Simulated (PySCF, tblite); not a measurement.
# C6H5ClNO radical: geometry, infrared bands and EPR parameters

What infrared bands and EPR parameters should C6H5ClNO radical (`COc1[c]cnc(Cl)c1`) show?

Programs: tblite 0.8.0 and PySCF 2.14.0, with density-fitted response routines of our own. Each step states its level of theory. These are calculated values for one molecule in the gas phase, unless marked as measured. Atoms count from 0, in the outputs and in this text.

### Step 1. Starting geometry

14 atoms, charge 0, multiplicity 2; geometry from: force field or distance geometry start.

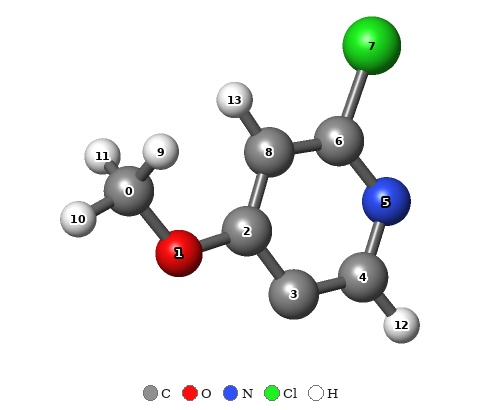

The starting geometry (carbon grey, oxygen red, nitrogen blue, chlorine green, hydrogen white), atoms numbered; sticks join atoms by distance.

### Step 2. Geometry optimisation with GFN2-xTB

Job settings and geometry (Å):

```
{"job": {"kind": "relax", "xc": "GFN2-xTB", "basis": "xTB"}, "charge": 0, "multiplicity": 2}
C     -2.424900     0.214100     0.074400
O     -1.522600    -0.867400     0.070700
C     -0.183700    -0.574000    -0.072800
C      0.656300    -1.667000    -0.071800
C      2.015400    -1.460600    -0.208400
N      2.568000    -0.240400    -0.379700
C      1.719600     0.806200    -0.388000
Cl     2.472500     2.338400    -0.587300
C      0.349900     0.698200    -0.239100
H     -2.240600     0.900100     0.911500
H     -3.442700    -0.193100     0.208200
H     -2.416200     0.741500    -0.882300
H      2.705200    -2.292800    -0.200900
H     -0.256800     1.596200    -0.261600
```

On the command line:

```
$ OMP_NUM_THREADS=1 python probes_run.py task.json out
```

One launch serves the whole session: the jobs run in the order shown.

Log:

```text
step      E/eV     max force
  0    -729.98555    2.022
  1    -730.09623    0.611
  2    -730.11321    0.294
  3    -730.12244    0.270
  4    -730.12737    0.169
  5    -730.13075    0.177
  6    -730.13229    0.101
  7    -730.13315    0.068
  8    -730.13364    0.047
  9    -730.13395    0.066
 10    -730.13414    0.051
 11    -730.13423    0.027
 12    -730.13427    0.018
 13    -730.13431    0.017
 14    -730.13434    0.015
 15    -730.13437    0.012
 16    -730.13439    0.010
 17    -730.13440    0.009
```

Run time: 0.13 s. Hardware: 1 thread of Arm Neoverse V1, shared host.

Along the way:

```
step  energy from step 0 (eV)  largest force (eV/Å)
   0                   0.0000                2.0216
   1                  -0.1107                0.6107
   2                  -0.1277                0.2937
   3                  -0.1369                0.2695
   4                  -0.1418                0.1694
   5                  -0.1452                0.1771
   6                  -0.1467                0.1013
   7                  -0.1476                0.0682
   8                  -0.1481                0.0472
   9                  -0.1484                0.0659
  10                  -0.1486                0.0512
  11                  -0.1487                0.0275
  12                  -0.1487                0.0178
  13                  -0.1488                0.0171
  14                  -0.1488                0.0150
  15                  -0.1488                0.0123
  16                  -0.1488                0.0100
  17                  -0.1489                0.0086
```

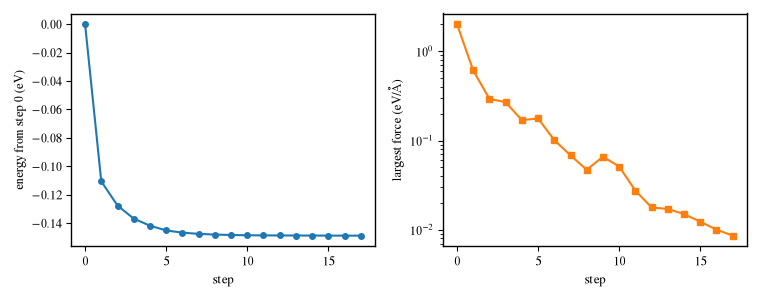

Energy and force, step by step.

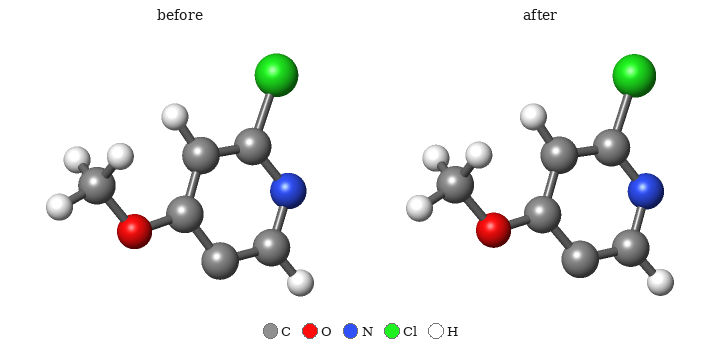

Before and after, at one scale.

Close pairs (by a distance rule), those that changed most:

```
  bond  before (Å)  after (Å)  change (Å)
 O1–C2       1.378      1.341      -0.037
 N5–C6       1.347      1.311      -0.037
 C3–C4       1.381      1.355      -0.026
C0–H10       1.104      1.089      -0.016
 C4–N5       1.350      1.336      -0.015
 C2–C8       1.390      1.403      +0.013
 C2–C3       1.378      1.387      +0.009
C8–H13       1.084      1.078      -0.006
```

The next job starts from the end point, and lists it.

### Step 3. Vibrational analysis with GFN2-xTB

Job settings and geometry (Å):

```
{"job": {"kind": "ir", "xc": "GFN2-xTB", "basis": "xTB"}, "charge": 0, "multiplicity": 2}
C     -2.434092     0.229451     0.073137
O     -1.517397    -0.842021     0.073663
C     -0.210436    -0.582779    -0.075698
C      0.689699    -1.638606    -0.070033
C      2.028046    -1.478613    -0.212648
N      2.531807    -0.251561    -0.368941
C      1.715786     0.774024    -0.380176
Cl     2.450099     2.320029    -0.586620
C      0.337867     0.698082    -0.240176
H     -2.239404     0.922583     0.897064
H     -3.412916    -0.227029     0.208773
H     -2.414909     0.772180    -0.876747
H      2.739574    -2.288217    -0.208992
H     -0.264402     1.592005    -0.259749
```

Log:

```text
mode    cm-1     km/mol
  1     105.1      1.73
  2     151.9      4.15
  3     169.6      1.11
  4     218.8      0.94
  5     248.2      2.58
  6     310.0      4.22
  7     385.0      2.44
  8     395.6      7.88
  9     428.0      4.10
 10     517.6      0.54
 11     579.6      1.63
 12     651.8     14.03
 13     664.2     10.94
 14     808.8     22.03
 15     865.7      2.01
 16     869.1    169.22
 17     970.3      9.48
 18    1062.8     39.47
 19    1092.0     14.05
 20    1118.1      1.64
 21    1148.7      2.76
 22    1201.1      5.08
 23    1218.2     54.09
 24    1299.9     94.85
 25    1369.5     40.86
 26    1393.2      6.38
 27    1410.5     20.05
 28    1455.5    409.92
 29    1466.7      9.30
 30    1473.5      9.03
 31    1584.7    149.84
 32    2946.1     29.19
 33    2956.0     21.77
 34    3035.6      7.20
 35    3096.5      7.21
 36    3101.2      4.79
```

Wall time 0.51 s (1 thread of Arm Neoverse V1, shared host).

Which atoms move in the most intense modes:

```
cm⁻¹  km/mol                               atoms
 869   169.2           C6 28 %, O1 16 %, C8 16 %
1063    39.5                    O1 38 %, C0 33 %
1218    54.1  C4 22 %, C2 21 %, N5 17 %, C8 12 %
1300    94.8  C2 29 %, N5 21 %, C6 13 %, O1 12 %
1370    40.9  C4 26 %, C3 20 %, C8 19 %, C6 15 %
1456   409.9           C2 29 %, C8 27 %, N5 17 %
1585   149.8  C3 33 %, C6 23 %, C4 13 %, C2 11 %
2946    29.2                   H11 46 %, H9 45 %
```

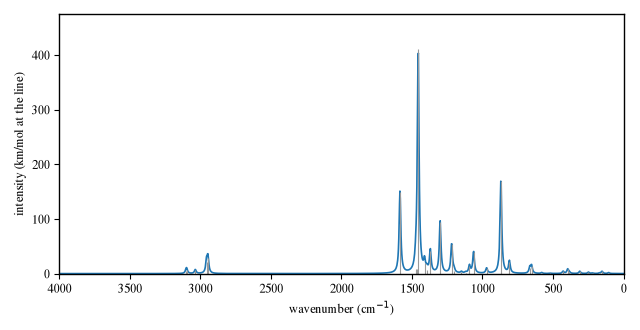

The infrared spectrum from these modes, unscaled. Lines are broadened to a width of 14 cm⁻¹ (Lorentzian).

### Step 4. g tensor and hyperfine couplings: B3LYP/pcH-1

The job, as its differences from that of step 3:

```diff
@@ -1,2 +1,2 @@
-{"job": {"kind": "ir", "xc": "GFN2-xTB", "basis": "xTB"}, "charge": 0, "multiplicity": 2}
+{"job": {"kind": "epr", "basis": "pcH-1"}, "charge": 0, "multiplicity": 2}
 C     -2.434092     0.229451     0.073137
```

Level: UKS B3LYP, pcH-1 on C Cl H N O, non-relativistic, mean-field spin-orbit, GIAO.

Log:

```text
UKS, coarse grid
  cycle   1  E = -821.66246657  |g| = 4.51e-01
  cycle   2  E = -821.56286862  |g| = 6.91e-01
  cycle   3  E = -821.73370721  |g| = 1.05e-01
  cycle   4  E = -821.73751401  |g| = 5.08e-02
  cycle   5  E = -821.73872678  |g| = 1.29e-02
  cycle   6  E = -821.73882186  |g| = 6.11e-03
  cycle   7  E = -821.73884794  |g| = 3.20e-03
  cycle   8  E = -821.73885620  |g| = 1.33e-03
  cycle   9  E = -821.73885971  |g| = 1.04e-03
  cycle  10  E = -821.73886083  |g| = 5.25e-04
UKS, final grid
  cycle   1  E = -821.73876849  |g| = 9.58e-04
  cycle   2  E = -821.73876664  |g| = 2.19e-03
  cycle   3  E = -821.73876908  |g| = 1.43e-04
  cycle   4  E = -821.73876911  |g| = 1.23e-04
  cycle   5  E = -821.73876914  |g| = 5.97e-05
  cycle   6  E = -821.73876915  |g| = 1.46e-05
E = -821.73876915 Eh   <S^2> = 0.7574 (exact 0.7500)
g shifts (ppm)      1          2          3
  rmc          -167       -167       -167
  gc             41          9         12
  oz_so        -415         60        219
  total        -541        -97         64
hyperfine (MHz)  atom isotope    a_iso     a_fc   dipolar eigenvalues
    0   13C      -1.27      -1.27     -0.36     -0.34      0.70
    1   17O     -11.91     -11.90     -4.35      0.33      4.02
    2   13C      -4.25      -4.24    -12.83     -4.72     17.55
    3   13C     392.23     392.29    -78.64    -61.26    139.90
    4   13C      10.78      10.79    -14.01     -1.12     15.13
    5   14N      -0.31      -0.30     -5.86     -3.56      9.42
    6   13C      -4.60      -4.58     -6.88      2.24      4.64
    7  35Cl       3.74       3.71     -2.66     -0.27      2.93
    8   13C      19.39      19.40     -4.35     -1.66      6.01
    9    1H      -0.28      -0.28     -1.21     -0.97      2.18
   10    1H       0.22       0.22     -0.98     -0.77      1.74
   11    1H      -0.28      -0.28     -1.21     -0.97      2.17
   12    1H      26.03      26.03     -6.57     -4.65     11.22
   13    1H      14.70      14.70     -2.91     -1.89      4.80
```

It took 1.9 min on 1 thread of Arm Neoverse V1, shared host; peak memory 0.96 GiB.

Principal g values 2.00178, 2.00222, 2.00238; g(iso) = 2.00213, against 2.00232 for a free electron.

Hyperfine couplings; where a row names several nuclei, a(iso) is their mean (it holds for fast rotation or exchange) and the dipolar term the largest among them:

```
      nuclei  isotope  a(iso) (MHz)  a(iso) (G, at g = 2.0023)  largest dipolar term (MHz)
          C3      13C         392.2                      140.0                       139.9
         H12       1H          26.0                        9.3                        11.2
          C8      13C          19.4                        6.9                         6.0
         H13       1H          14.7                        5.2                         4.8
          O1      17O         -11.9                       -4.2                        -4.4
          C4      13C          10.8                        3.8                        15.1
          C6      13C          -4.6                       -1.6                        -6.9
          C2      13C          -4.3                       -1.5                        17.5
         Cl7     35Cl           3.7                        1.3                         2.9
          C0      13C          -1.3                       -0.5                         0.7
          N5      14N          -0.3                       -0.1                         9.4
H9, H10, H11       1H          -0.1                        0.0                         2.2
```

Mulliken spin populations:

C0 0.00; O1 0.00; C2 -0.05; C3 0.99; C4 -0.06; N5 0.09; C6 -0.04; Cl7 0.00; C8 0.05; H9 0.00; H10 0.00; H11 0.00; H12 0.01; H13 0.01

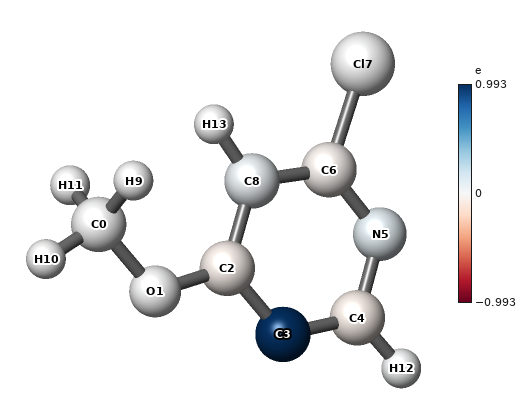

Mulliken spin populations, as colours on the atoms.

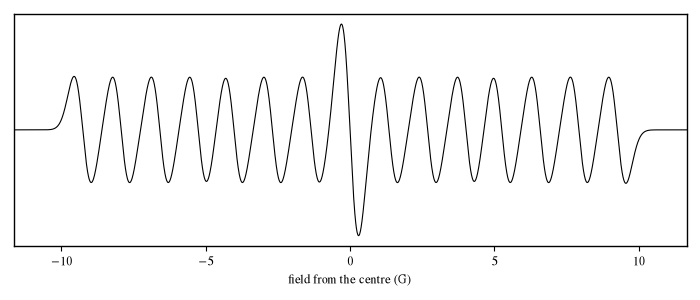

First-order isotropic spectrum (first derivative, main isotopes with spin only, couplings over 0.8 MHz, Gaussian width 0.3 G; couplings of the frozen geometry, rotation of groups not averaged beyond the rows shown).

The fields below are evaluated on a grid from the run's orbitals.

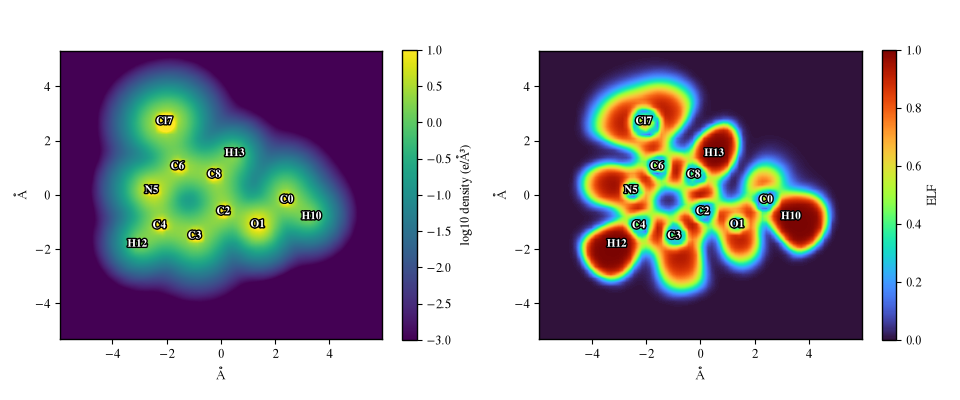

Density (left) and ELF (right) in a plane through or near 12 of the atoms.

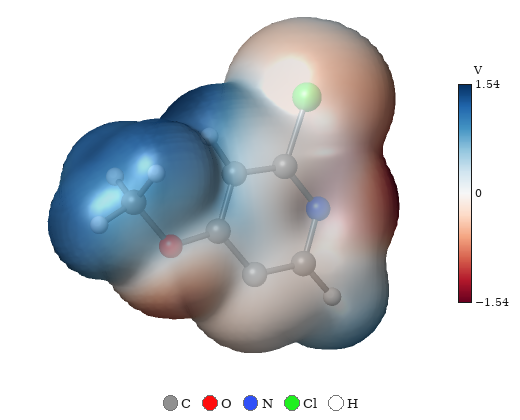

The potential that a unit positive charge feels on the 0.002 e/bohr³ surface, from -1.54 V near N5 to 1.34 V near H13.

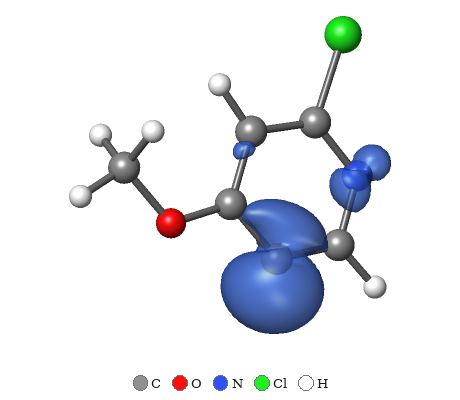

Spin density at ±0.05 e/Å³ (alpha excess blue, beta excess red).

### Step 5. What came out

```
                                 quantity                  value
strongest single infrared mode (GFN2-xTB)  1456 cm⁻¹, 410 km/mol
             zero-point energy (GFN2-xTB)          59.7 kcal/mol
                           g(iso) (B3LYP)                2.00213
                                     ⟨S²⟩     0.757 (exact 0.75)
       largest a(iso) (averaged by class)   13C on C3, 392.2 MHz
    surface potential, least and greatest     -1.54 V and 1.34 V
```

What this shows: The optimisation took 17 steps and gained 0.149 eV; among the close pairs (by a distance rule), O1–C2 changed most, from 1.378 to 1.341 Å. No mode is imaginary among the 36: a minimum at this level. The strongest single mode, at 1456 cm⁻¹, is carried by C2, C8, N5. Unscaled tight-binding wavenumbers are off by several per cent, some by more. Its intensities can rank the bands wrongly. C3 carries the largest spin population, 0.99 e. The isotropic g lies 0.2 ppt below the free-electron value.
